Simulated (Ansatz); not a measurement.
Molecular dynamics of Si$_{2}$H$_{6}$S$_{2}$O (part 6 of 6)

The same run, continued: Si$_{2}$H$_{6}$S$_{2}$O, SMILES O[SiH2][SiH2]SS; RKS PBE0/STO-3G (Ansatz 0.2.0). It belongs to a series of runs on one base structure; here: dynamics from the start.

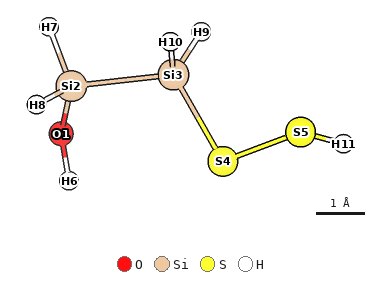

**Figure 1.** The geometry at step 418 of the log (ball-and-stick view, seen at a tilt; atoms are numbered from 1 in the order of the input).

### Trajectory as extended XYZ, continued
```
11
Properties=species:S:1:pos:R:3:forces:R:3 step=378 time_fs=189.0 energy=-39104.58734 temperature=203.8
O    -1.2972    2.2635    0.9042   -0.8956  -0.4562  -0.2388
Si   -0.2311    1.0917    1.5314    1.7692   0.6397   1.0212
Si    0.7063   -0.3738    0.0648   -1.2715   0.1299  -0.1827
S    -0.8088   -1.3991   -1.0488    0.0263  -0.7007  -0.0496
S     0.1898   -3.0902   -1.8806   -0.1348   0.1280   1.8628
H    -2.1361    1.6776    0.8382   -0.1075   0.6252  -0.2496
H     0.8824    1.8999    2.0424   -0.2351  -0.2657  -0.4043
H    -0.7479    0.5514    2.7788   -0.2320  -0.4769  -0.3722
H     1.4708    0.3269   -0.9157    0.6117   0.3356  -0.0977
H     1.5389   -1.2510    0.8100    0.5116  -0.5140   0.2135
H     0.1094   -2.6646   -3.1223   -0.0422   0.5552  -1.5026
11
Properties=species:S:1:pos:R:3:forces:R:3 step=385 time_fs=192.5 energy=-39104.62421 temperature=240.5
O    -1.2961    2.2728    0.8967   -1.3237  -0.7633  -0.3036
Si   -0.2377    1.0889    1.5306    1.4892   0.9564   1.8945
Si    0.6983   -0.3719    0.0690   -0.2850  -0.4983  -0.0981
S    -0.8044   -1.4103   -1.0456   -0.0910  -0.4219  -0.1084
S     0.2062   -3.0828   -1.8674   -0.1446   0.5848  -0.2801
H    -2.1707    1.7191    0.8167    0.5757   0.7830  -0.1116
H     0.9077    1.9524    1.9750   -0.8498  -0.8255  -0.3426
H    -0.8083    0.5454    2.8166    0.4238   0.0254  -1.2954
H     1.5508    0.3123   -0.8737    0.1703   0.1827   0.0813
H     1.5318   -1.3174    0.7878   -0.0290   0.0648  -0.0265
H     0.1349   -2.6631   -3.1803    0.0641  -0.0880   0.5905
11
Properties=species:S:1:pos:R:3:forces:R:3 step=391 time_fs=195.5 energy=-39104.65948 temperature=283.6
O    -1.3013    2.2774    0.8880    1.2466   0.4362   0.0861
Si   -0.2340    1.0911    1.5385   -0.2749   0.6070  -0.7102
Si    0.6876   -0.3695    0.0708    0.6316  -0.6887  -0.1350
S    -0.7999   -1.4204   -1.0459   -0.2515  -0.1156  -0.1513
S     0.2177   -3.0754   -1.8555   -0.0108   0.4950  -1.1153
H    -2.1626    1.8061    0.7743   -1.3965  -0.7456  -0.2224
H     0.8607    1.9268    1.8734    0.6630   0.3026   0.5726
H    -0.8298    0.5301    2.7241    0.0584  -0.3859   0.1623
H     1.6281    0.3117   -0.8282   -0.3810  -0.0927   0.3154
H     1.5131   -1.3619    0.7783   -0.3479   0.4286  -0.1557
H     0.1609   -2.6734   -3.2054    0.0630  -0.2409   1.3535
11
Properties=species:S:1:pos:R:3:forces:R:3 step=398 time_fs=199.0 energy=-39104.57741 temperature=208.8
O    -1.2997    2.2835    0.8802   -1.1729  -0.5233  -0.3041
Si   -0.2286    1.0942    1.5479   -0.6869   0.6442  -2.2873
Si    0.6733   -0.3680    0.0753    0.2665  -0.3115  -0.2458
S    -0.7992   -1.4311   -1.0498   -0.3979   0.2667  -0.1445
S     0.2302   -3.0681   -1.8444    0.2340  -0.4411   0.9366
H    -2.2336    1.8413    0.7018    1.5319   0.2290   0.4060
H     0.8698    1.9288    1.8233    0.8206   0.5073   0.8835
H    -0.8481    0.4705    2.6362   -0.3080  -0.6685   1.2945
H     1.6753    0.3148   -0.7341   -0.3579  -0.0126  -0.0731
H     1.4523   -1.3744    0.7453    0.0955  -0.1121   0.3578
H     0.1982   -2.6793   -3.1205   -0.0249   0.4218  -0.8237
11
Properties=species:S:1:pos:R:3:forces:R:3 step=405 time_fs=202.5 energy=-39104.57440 temperature=232.0
O    -1.2992    2.2842    0.8718    0.5917   0.1351   0.1927
Si   -0.2241    1.1007    1.5507   -0.0965   0.8594  -0.2858
Si    0.6608   -0.3700    0.0789   -0.2894  -0.0470  -0.0291
S    -0.7983   -1.4389   -1.0522   -0.5256   0.4295  -0.1062
S     0.2467   -3.0649   -1.8300    0.2456  -0.3471   0.3779
H    -2.1997    1.8690    0.6757   -0.0085  -0.5803   0.1402
H     0.9439    1.9931    1.8577   -1.0651  -0.9037   0.3702
H    -0.8797    0.3655    2.6639    0.6047   0.5851  -0.3465
H     1.6774    0.3190   -0.6625    0.0568   0.1611  -0.5329
H     1.3913   -1.3815    0.7513    0.4388  -0.4816   0.6398
H     0.2296   -2.6402   -3.1084    0.0475   0.1895  -0.4203
11
Properties=species:S:1:pos:R:3:forces:R:3 step=411 time_fs=205.5 energy=-39104.60507 temperature=262.5
O    -1.2940    2.2847    0.8649    1.5390   0.5412   0.5422
Si   -0.2203    1.1107    1.5512   -0.1604   0.3128   0.0788
Si    0.6493   -0.3738    0.0829    0.4063  -0.3773   0.4862
S    -0.7995   -1.4465   -1.0551   -0.5872   0.5342   0.0220
S     0.2626   -3.0613   -1.8147    0.2523   0.1777  -1.3546
H    -2.1538    1.8374    0.6691   -1.1787  -0.9649  -0.1904
H     0.9239    1.9839    1.9301   -0.8318  -0.7534   0.2008
H    -0.8423    0.3202    2.6604    0.5002   0.8487  -0.5294
H     1.6681    0.3459   -0.6472   -0.0428  -0.1448  -0.4156
H     1.3689   -1.4058    0.8184   -0.0125   0.2898  -0.0008
H     0.2561   -2.5967   -3.1405    0.1158  -0.4639   1.1608
11
Properties=species:S:1:pos:R:3:forces:R:3 step=418 time_fs=209.0 energy=-39104.62652 temperature=270.5
O    -1.2802    2.2863    0.8588   -2.0595  -1.0888  -0.3015
Si   -0.2165    1.1218    1.5510   -0.5363  -0.6159  -1.2198
Si    0.6406   -0.3804    0.0840    0.6697  -0.3210   0.9578
S    -0.8031   -1.4559   -1.0609   -0.5840   0.6498   0.1547
S     0.2831   -3.0587   -1.8014    0.2999  -0.2679  -0.4114
H    -2.1708    1.7341    0.6539    1.8784   1.0840   0.4236
H     0.8346    1.9120    2.0430    0.9041   0.5592   0.4740
H    -0.7618    0.3510    2.6173   -0.4774  -0.0998   0.6437
H     1.6411    0.3776   -0.6539   -0.0640  -0.4857  -0.2553
H     1.3277   -1.4088    0.9087   -0.1647   0.7292  -0.5908
H     0.2728   -2.6034   -3.0894    0.1339  -0.1431   0.1250
11
Properties=species:S:1:pos:R:3:forces:R:3 step=424 time_fs=212.0 energy=-39104.61692 temperature=280.1
O    -1.2756    2.2860    0.8486    0.8587   0.5194   0.4734
Si   -0.2165    1.1306    1.5455    0.5780  -0.0209  -0.5246
Si    0.6339   -0.3866    0.0852   -0.0809   0.4781   0.5193
S    -0.8106   -1.4636   -1.0675   -0.5077   0.6973   0.2996
S     0.2999   -3.0576   -1.7921    0.2999  -0.7487   0.9412
H    -2.0668    1.7152    0.6704   -1.3787  -0.5316  -0.4579
H     0.8162    1.8916    2.1827    0.4451   0.2441  -0.2238
H    -0.7297    0.3881    2.6343   -0.8740  -0.4255   0.6436
H     1.6155    0.3663   -0.6703    0.1146  -0.4595  -0.2709
H     1.2757   -1.3576    0.9367    0.3982  -0.0619  -0.1229
H     0.2840   -2.6090   -3.0366    0.1468   0.3093  -1.2772
11
Properties=species:S:1:pos:R:3:forces:R:3 step=431 time_fs=215.5 energy=-39104.55229 temperature=282.1
O    -1.2642    2.2886    0.8340   -0.7432  -0.2258  -0.0122
Si   -0.2133    1.1436    1.5369    0.7695  -0.7662   2.2312
Si    0.6262   -0.3916    0.0852   -0.6691   1.0741  -0.1100
S    -0.8207   -1.4736   -1.0735   -0.3628   0.6145   0.4549
S     0.3195   -3.0603   -1.7783    0.2089  -0.1278  -0.5104
H    -2.0641    1.6728    0.6508    0.0252   0.5675  -0.1668
H     0.8196    1.8798    2.3080   -0.3122  -0.2155  -1.1119
H    -0.7868    0.3966    2.7065   -0.1346   0.4446  -1.1610
H     1.5855    0.3236   -0.7235    0.2125  -0.3123  -0.2114
H     1.2714   -1.3002    0.9425    0.8269  -0.8168   0.4162
H     0.3224   -2.5920   -3.0643    0.1788  -0.2365   0.1812
11
Properties=species:S:1:pos:R:3:forces:R:3 step=438 time_fs=219.0 energy=-39104.61600 temperature=365.1
O    -1.2575    2.2901    0.8144   -1.4754  -0.4611  -0.4246
Si   -0.2064    1.1556    1.5366   -0.4737  -1.2868   1.4596
Si    0.6182   -0.3908    0.0853    0.4860  -0.1414   0.5024
S    -0.8338   -1.4818   -1.0729   -0.0877   0.3337   0.4354
S     0.3416   -3.0648   -1.7662    0.0908   0.3625  -1.2658
H    -2.0769    1.6754    0.5829    1.0951   1.0277   0.2334
H     0.7975    1.8428    2.3097    0.3780   0.3542  -0.5655
H    -0.8792    0.4491    2.6708    0.1359   0.2394  -1.0396
H     1.5723    0.2520   -0.8121   -0.0569  -0.2552   0.1773
H     1.3448   -1.3204    0.9705   -0.1636   0.2856  -0.6399
H     0.3924   -2.5987   -3.0887    0.0715  -0.4586   1.1272
11
Properties=species:S:1:pos:R:3:forces:R:3 step=444 time_fs=222.0 energy=-39104.60130 temperature=379.3
O    -1.2600    2.2887    0.7905    2.3382   1.9224   0.7397
Si   -0.2035    1.1604    1.5397   -0.8770  -0.3360  -1.0236
Si    0.6139   -0.3888    0.0860    0.8807  -0.6282   0.3778
S    -0.8448   -1.4888   -1.0704    0.2080   0.0784   0.3193
S     0.3617   -3.0693   -1.7637   -0.1604  -0.3046   1.1612
H    -2.0174    1.7463    0.5230   -2.1046  -1.5358  -0.7382
H     0.7964    1.8359    2.2728    0.8175   0.6660   0.0291
H    -0.9535    0.5223    2.5580   -0.4600  -0.7603   0.5742
H     1.5611    0.1773   -0.8767   -0.1770  -0.0468   0.3818
H     1.4020   -1.3108    0.9572   -0.5371   0.4695  -0.7883
H     0.4598   -2.6506   -3.0205    0.0717   0.4754  -1.0330
11
Properties=species:S:1:pos:R:3:forces:R:3 step=451 time_fs=225.5 energy=-39104.60022 temperature=349.7
O    -1.2546    2.2956    0.7640   -1.2666  -0.1578  -0.8656
Si   -0.2052    1.1660    1.5398   -0.5404   0.0637  -1.0176
Si    0.6156   -0.3859    0.0896   -0.3496  -0.3419  -0.3380
S    -0.8550   -1.4979   -1.0678    0.6084  -0.1940   0.2838
S     0.3809   -3.0822   -1.7611   -0.3673   0.1583   0.7412
H    -2.0787    1.7315    0.4009    1.8390   0.7842   0.9049
H     0.8554    1.8913    2.2255   -0.2635  -0.0474  -0.2170
H    -1.0670    0.5285    2.4775    0.0059  -0.6320   0.7477
H     1.5284    0.0979   -0.9065    0.2543   0.4963  -0.0570
H     1.4256   -1.2650    0.8778    0.1033  -0.4842   0.2088
H     0.5377   -2.6573   -3.0297   -0.0234   0.3547  -0.3912
```

This output came from the following input.

### Input file
```yaml
crystal:
  periodic: [false, false, false]
  atoms:
    - { symbol: O, position_ang: [-1.12923, 2.217866, 1.020209] }
    - { symbol: Si, position_ang: [0.184396, 1.164837, 1.380483] }
    - { symbol: Si, position_ang: [0.682436, -0.329767, -0.246276] }
    - { symbol: S, position_ang: [-1.009673, -1.571821, -0.655571] }
    - { symbol: S, position_ang: [-0.238929, -2.797964, -2.171006] }
    - { symbol: H, position_ang: [-1.934004, 1.596306, 0.990445] }
    - { symbol: H, position_ang: [1.31089, 2.045363, 1.589848] }
    - { symbol: H, position_ang: [-0.056773, 0.444696, 2.617845] }
    - { symbol: H, position_ang: [1.095791, 0.336951, -1.463797] }
    - { symbol: H, position_ang: [1.804744, -1.14584, 0.169517] }
    - { symbol: H, position_ang: [-0.644148, -2.017627, -3.211097] }
basis:
  gaussian: { orbitals: STO-3G }
hamiltonian:
  xc: pbe0
md:
  timestep: 0.5
  n_steps: 451
  ensemble: nvt_langevin
  temperature: 300.0
  initial_velocities: maxwell_boltzmann
  seed: 697931
  friction: 0.01
```

Launched with:
```bash
ansatz run input.yaml --threads 1 --pin off --max-ram 2048MiB --backend cpu --events-out ev --progress --plain --runs-dir out
```

### Summary

```csv
quantity,value
outcome,finished
mean temperature over the second half,248 K
trajectory,"451 steps, 225.5 fs"
ensemble,nvt_langevin
temperature in the input,300.0 K
time step,0.5 fs
potential energy (last step),−39104.6002 eV
mean-field energy (last step),−39104.6002 eV
largest force (length of the vector) (last step),2.194 eV/Å
hardware,"1 thread of Arm Neoverse V2, 24 GiB of memory available, shared host"
wall time,18 min
peak memory,0.12 GiB
```

So short a trajectory is not equilibrated. The logged temperature at the start can lie below the typed one, since it is counted over all degrees of freedom.
